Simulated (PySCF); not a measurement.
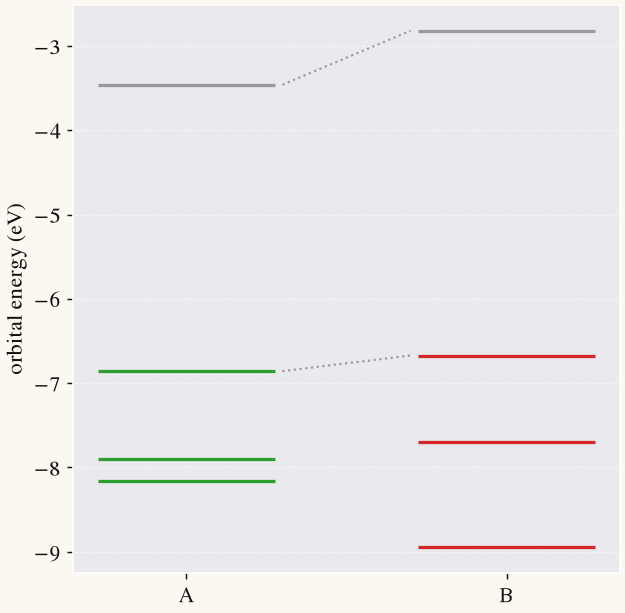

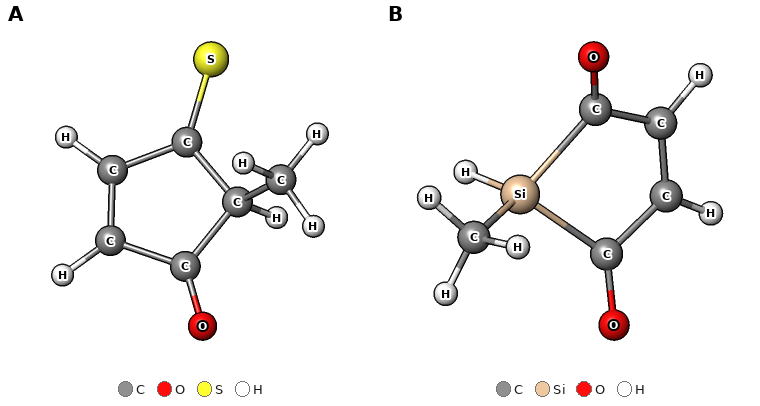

Related molecules: A is C₆H₆OS, SMILES C[C@H]1C(=O)C=CC1=S; B is C₅H₆O₂Si, SMILES C[SiH]1C(=O)C=CC1=O. Frontier orbital energies, PBE0/def2-SVPD with PySCF 2.14.0, at a GFN2-xTB geometry (no frequency check); drawn are at most three filled levels and, in grey, the LUMO with any level within 0.03 eV of it; dotted lines join the HOMOs and the LUMOs.

**What does the change do to the frontier levels?**

From A to B the HOMO rises by 0.19 eV and the LUMO rises by 0.64 eV, so the separation goes from 3.40 to 3.85 eV.

Caveats, for all or some of the runs: the tight-binding geometry is rougher than a DFT one and adds to the error.
